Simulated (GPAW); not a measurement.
# AlClOF (SMILES [O][Al]([F])[Cl]): U-vdW-DF2/plane waves (scalar-relativistic datasets, plane-wave cutoff 520 eV)

Aim: a geometry optimisation of AlClOF. The job is set up through an ASE script.

Program for the calculation: GPAW 26.7.0.

2 further runs of the same task are left out: 2 that didn't finish.

### 1 The system as given

AlClOF has 4 atoms, charge 0, and is taken as a doublet. SMILES: `[O][Al]([F])[Cl]`. Geometry: relaxed at PBE0-D4/def2-TZVP. The run starts from this shape.

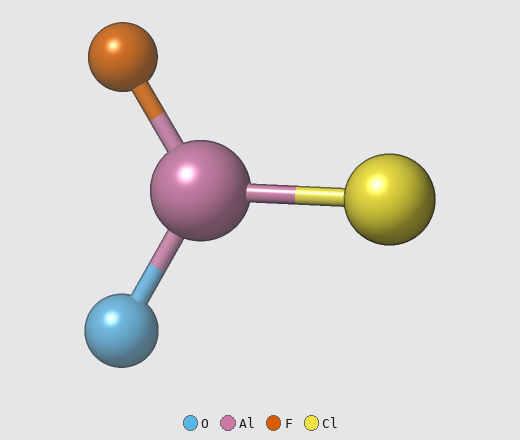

The structure, seen from a chosen angle (oxygen blue, aluminium pink, fluorine orange, chlorine yellow).

### 2 A structure relaxation at U-vdW-DF2/plane waves (scalar-relativistic datasets, plane-wave cutoff 520 eV)

File molecule.py:

```python
from ase.io import write
from ase.io.zmatrix import parse_zmatrix
from ase.optimize import QuasiNewton
from gpaw import GPAW, PW

# Geometry
zmat = """
O
Al 1 r2
F 2 r3 1 a3
Cl 2 r4 3 a4 1 d4
"""
values = dict(r2=1.724203, r3=1.632232, a3=118.6296, r4=2.063216, a4=122.92589, d4=-179.99948)
molecule = parse_zmatrix(zmat, defs=values)
molecule.set_cell([13.0, 13.0, 13.0])
molecule.center()
molecule.set_initial_magnetic_moments([0.25, 0.25, 0.25, 0.25])

# Calculator
calc = GPAW(mode={"name": "pw", "ecut": 520},
            xc={"name": "vdW-DF2", "backend": "libvdwxc"},
            occupations={"name": "fermi-dirac", "width": 0.0, "fixmagmom": True},
            maxiter=120,
            txt="-")
molecule.calc = calc

opt = QuasiNewton(molecule, trajectory="molecule.traj")
converged = opt.run(fmax=0.03, steps=100)
print("Converged:", converged)
print(f"Final energy = {molecule.get_potential_energy():.5f} eV")
print(f"r(Cl3-Al1): {molecule.get_distance(3, 1):.4f} Ang")
print(f"r(Al1-O0): {molecule.get_distance(1, 0):.4f} Ang")
write("relaxed.xyz", molecule)
```

Run with:

```console
$ python molecule.py > molecule.log
```

Log:

```text
[...]
  mode=PW(ecut=520),
[...]
Number of symmetries: 1
[...]
  Number of IBZ points: 1
[...]
Cutoff: 520.0 eV
Spin-components: 2 (collinear spins)
Bands:           16
[...]
  Valence electrons: 23.0
[...]
  Grid points: [70 70 70]
  Charge: 0.0  # |e|
[...]
    cutoffs:
[...]
occupation numbers:
  Fixed magnetic moment: 1.000
[...]
xc functional:
  name: vdW-DF2 with libvdwxc
[...]
|iter     |     time |      energy | eigst |  dens |  magmom |
[...]
|iter:   1| 00:00:26 | -105.145869 | -0.11 |       |  +0.9886|
[...]
Converged in 15 steps
[...]
dipole moment: (0.155424, -0.109680, 0.000003)  # |e|*Ang
Total magnetic moment: (0.000000, 0.000000, 1.000000)
[...]
Converged in 12 steps
[...]
Converged in 2 steps
[...]
Converged in 2 steps
[...]
Converged in 2 steps
[...]
|iter:  12| 00:43:32 | -101.953913c| -7.47c| -5.45c|  +1.0000|
Converged in 12 steps
[...]
Energy contributions relative to reference atoms: (reference = -23913.305747)
Energy contributions:
  Kinetic:          34.875639
  Coulomb:         -33.234614
  Zero:              0.358359
  External:          0.000000
  Xc:             -103.953296
  Entropy:           0.000000
  Spinorbit:         0.000000
  ----------------------------
  Free energy:    -101.953913
  Extrapolated:   -101.953913
[...]
Total magnetic moment: (0.000000, 0.000000, 1.000000)
Local magnetic moments
|        x |        y |         z |
|----------|----------|-----------|
| 0.000000 | 0.000000 |  0.514882 |  # O    0
| 0.000000 | 0.000000 | -0.004843 |  # Al   1
| 0.000000 | 0.000000 |  0.009191 |  # F    2
| 0.000000 | 0.000000 |  0.022206 |  # Cl   3
Fermi levels: -4.938, -7.575
Eigenvalues  # (at kpt = [0.000, 0.000, 0.000])
| band index |      eig [eV] | occ [0-1] |      eig [eV] | occ [0-1] |
|------------|---------------|-----------|---------------|-----------|
|          0 |       -29.270 |     1.000 |       -29.251 |     1.000 |
|        ... |               |           |               |           |
|          4 |       -10.808 |     1.000 |       -10.608 |     1.000 |
|          5 |       -10.466 |     1.000 |       -10.458 |     1.000 |
|          6 |       -10.399 |     1.000 |       -10.309 |     1.000 |
|          7 |        -9.999 |     1.000 |        -9.157 |     1.000 |
|          8 |        -9.487 |     1.000 |        -8.875 |     1.000 |
|          9 |        -8.939 |     1.000 |        -8.675 |     1.000 |
|         10 |        -8.667 |     1.000 |        -8.163 |     1.000 |
|         11 |        -8.524 |     1.000 |        -6.986 |     0.000 |
|         12 |        -2.889 |     0.000 |        -2.829 |     0.000 |
|         13 |        -2.108 |     0.000 |        -2.091 |     0.000 |
[...]
Gap: 4.097 eV
Transition (v -> c):
[...]
Forces  # eV/Ang
|        x |        y |        z |
|----------|----------|----------|
| -0.01517 | -0.00803 | -0.00023 |  # O    0
|  0.02583 |  0.01395 | -0.00004 |  # Al   1
| -0.00763 | -0.00679 | -0.00014 |  # F    2
| -0.01881 | -0.01295 |  0.00001 |  # Cl   3
Force computation time: 2.495  # s
BFGSLineSearch:    4[ 14] hh:mm:ss     -101.953913       0.0294
Converged: True
Final energy = -101.95391 eV
r(Cl3-Al1): 2.0929 Ang
r(Al1-O0): 1.7422 Ang
```

It took 44 min on 1 thread of Intel Xeon at 2.50GHz (Skylake/Cascade Lake), shared host; peak memory 2.1 GiB.

Step by step:

```
step  energy from the first frame kept (eV)  largest force (eV/Å)
   0                                 0.0000                1.0784
   1                                -0.0229                0.5348
   2                                -0.0288                0.1665
   3                                -0.0289                0.0664
   4                                -0.0293                0.0294
```

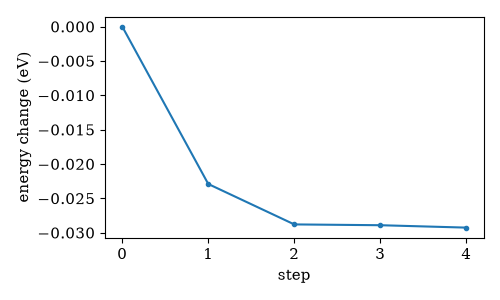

Energy along the run.

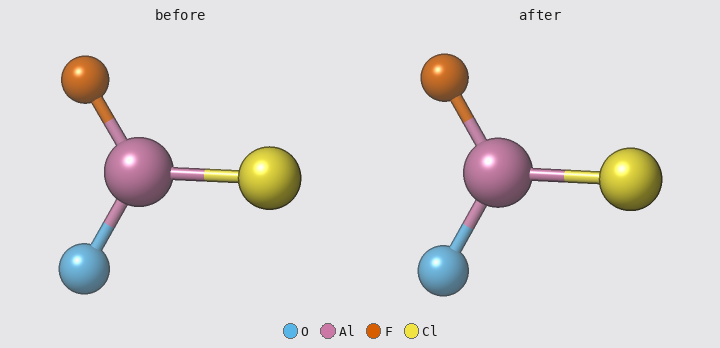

Before and after, at one scale.

After the run. Bond lengths: O1–Al2 1.742 Å, Al2–F3 1.665 Å, Al2–Cl4 2.093 Å. Angles: O1–Al2–F3 119.7°, O1–Al2–Cl4 118.0°, F3–Al2–Cl4 122.3°.

### 3 Summary of results

At U-vdW-DF2/plane waves (scalar-relativistic datasets, plane-wave cutoff 520 eV):

| quantity | value |
| --- | --- |
| energy as printed (from the program's reference atoms) | -101.9539 eV |
| dipole moment | 0.81 D |
| HOMO energy (from the vacuum level) | -8.43 eV |
| LUMO energy (from the vacuum level) | -7.25 eV |

In words: At the final geometry: Bond lengths: O1–Al2 1.742 Å, Al2–F3 1.665 Å, Al2–Cl4 2.093 Å. Angles: O1–Al2–F3 119.7°, O1–Al2–Cl4 118.0°, F3–Al2–Cl4 122.3°. The optimisation took 4 steps and changed the energy by -0.029 eV.
